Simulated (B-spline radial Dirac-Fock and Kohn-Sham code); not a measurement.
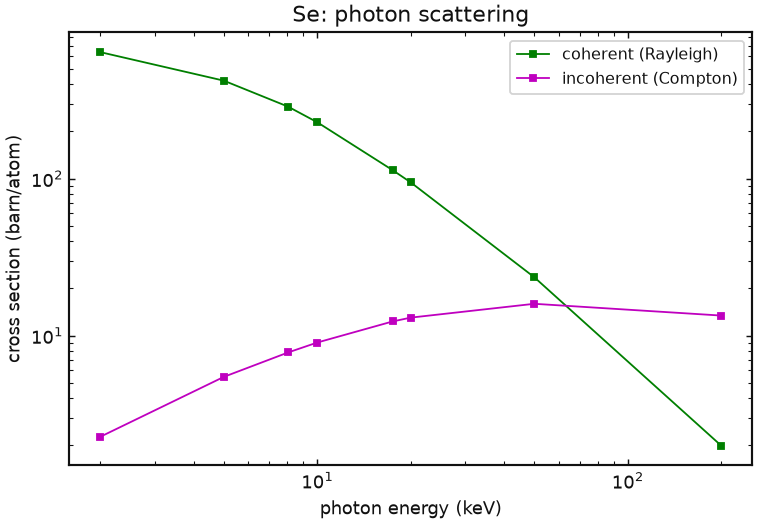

Fig. 1. Coherent and incoherent photon scattering cross sections against photon energy, computed at the marked points and joined by straight lines. Species: atomic Se ([Ar] 3d10 4s1 4p5), which is not the ground configuration. Computed with a B-spline radial atomic code: Thomson × f² and Klein–Nishina × S on Dirac–Fock densities, without anomalous dispersion.

Summarise the result.

Coherent scattering falls from 639 b at 2.00 keV to 1.99 b at 200 keV. Incoherent scattering is largest at 50.0 keV among the points computed (15.9 b), and it overtakes the coherent part between 50.0 keV and 200 keV.
